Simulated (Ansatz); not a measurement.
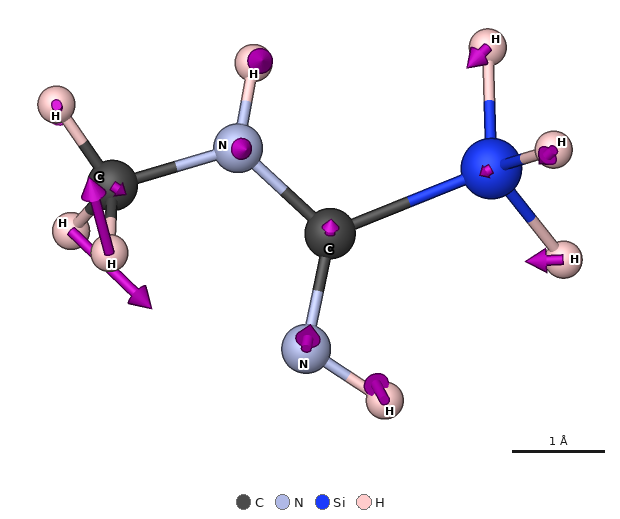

This is a relaxation of C2H8N2Si. The starting structure is drawn; purple arrows show the displacements, magnified 10 times. The two geometries are superimposed by the best rigid fit.

The picture is a ball-and-stick view, seen face on.

The start comes from PBE-D4/def2-SVP.

These are results of RKS PBE0-D4/def2-TZVP (Ansatz 0.2.0), not measurements.

Input file:
```yaml
crystal:
  periodic: [false, false, false]
  atoms:
    - {symbol: C, position_ang: [-1.685854, 1.284521, 0.148185]}
    - {symbol: N, position_ang: [-0.834155, 0.131720, 0.364425]}
    - {symbol: C, position_ang: [0.405468, 0.043442, -0.229360]}
    - {symbol: N, position_ang: [0.787172, 0.958554, -1.067030]}
    - {symbol: Si, position_ang: [1.391104, -1.558538, 0.142942]}
    - {symbol: H, position_ang: [-1.291018, 2.206306, 0.633582]}
    - {symbol: H, position_ang: [-1.742724, 1.496910, -0.937570]}
    - {symbol: H, position_ang: [-2.700362, 1.075779, 0.537834]}
    - {symbol: H, position_ang: [-1.006747, -0.446049, 1.186279]}
    - {symbol: H, position_ang: [1.710655, 0.728632, -1.461020]}
    - {symbol: H, position_ang: [1.085347, -2.604978, -0.894186]}
    - {symbol: H, position_ang: [1.044573, -2.121009, 1.500607]}
    - {symbol: H, position_ang: [2.856842, -1.230089, 0.090113]}
basis:
  gaussian: {orbitals: def2-TZVP}
hamiltonian: {xc: pbe0, dispersion: d4}
relax: {f_tol: 0.005, max_steps: 150}
```

Run as
```bash
ansatz run in.yaml --threads 4 --pin off --events-out ev --progress --plain --max-ram 10444MiB
```

Q: Which element moves most?

A: Hydrogen: up to 0.13 Å, against 0.04 Å for nitrogen.

Q: Describe the change and its energy.

A: The largest move after the best rigid fit is that of H6, 0.13 Å. By element the largest moves are H 0.13 Å, N 0.04 Å, C 0.02 Å, Si 0.02 Å. Near-neighbour distances that change, for instance: C3–Si5 1.917 → 1.897 Å, Si5–H12 1.510 → 1.490 Å, Si5–H11 1.505 → 1.485 Å, Si5–H13 1.503 → 1.484 Å. The energy falls by 5.79 kJ/mol in 10 accepted moves (11 points after the start). Largest force component: 0.89 eV/Å at the start, 0.0014 eV/Å at the end. The line search rejected the trial step at point 4 of the run. The run took 40 s on 4 threads of Arm Neoverse V2, with other jobs on the host.
